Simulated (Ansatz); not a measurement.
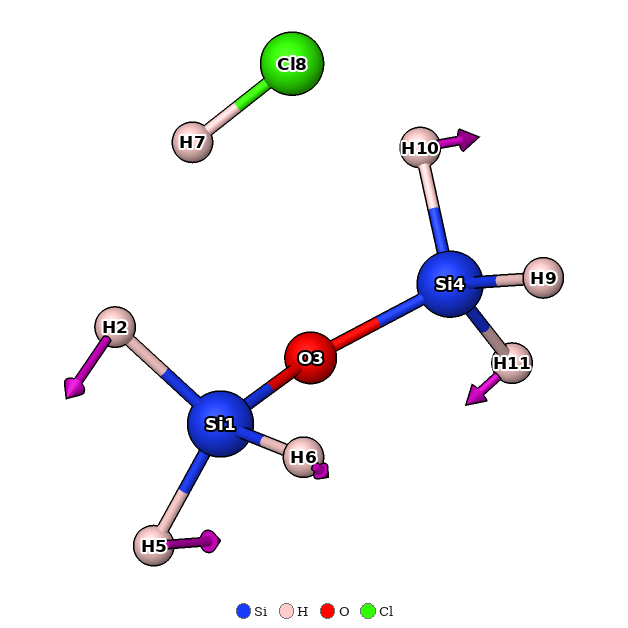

The arrows show one normal mode. Harmonic vibrations computed with RKS PBE0-D4/def2-TZVP (Ansatz 0.2.0) at a stationary point of the same level.

**What kind of motion is it?**

Mostly H–Si–O bending.

**At what wavenumber does it lie?**

740 cm⁻¹; it is mode 12 of 27 counted from the lowest.
